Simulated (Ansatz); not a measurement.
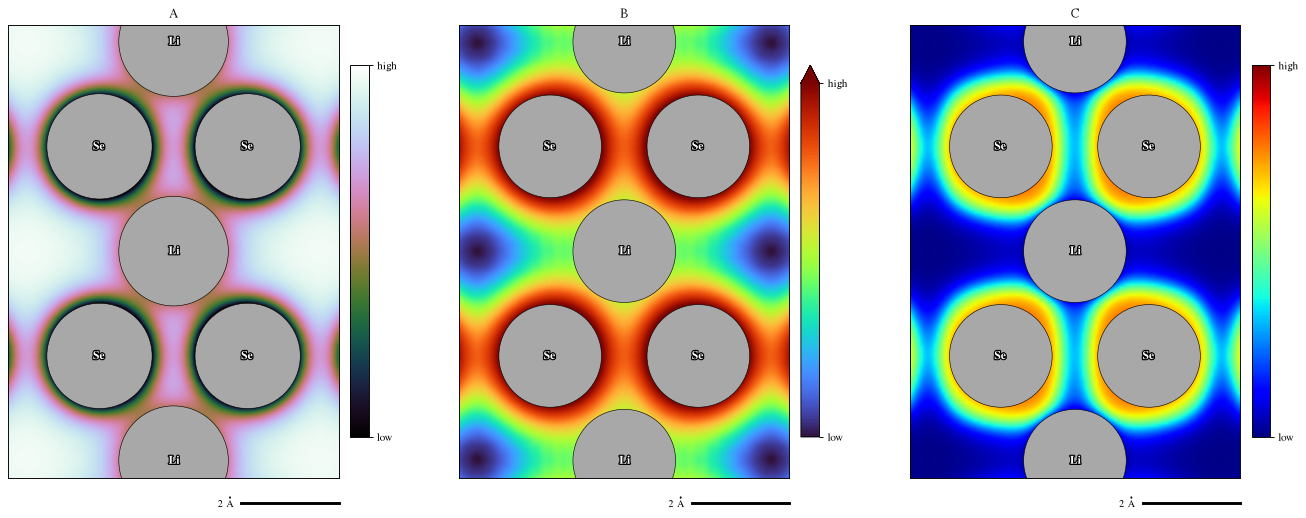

LiSe$_{2}$: 3 fields on the (101) plane of the conventional cell, with unlabelled colour scales. Grey discs cover the atomic cores.

Space group Fm-3m; a structure generated by program, which may or may not match a known phase; computed without spin polarisation.

These are results of Ansatz, DFT PBE+D3(BJ), scalar-relativistic, plane waves, PAW, not measurements.

Which field does each panel show? The fields are: electron localisation function, electrostatic potential energy of an electron and valence pseudo-density.

Panel A: electrostatic potential energy of an electron (low next to the atoms, rising into the space between them). Panel B: valence pseudo-density. Panel C: electron localisation function. From the grid: Li–Se (2.63 Å): ρ is about 0.23 e/Å³ halfway; the ELF is about 0.65 at the midpoint.
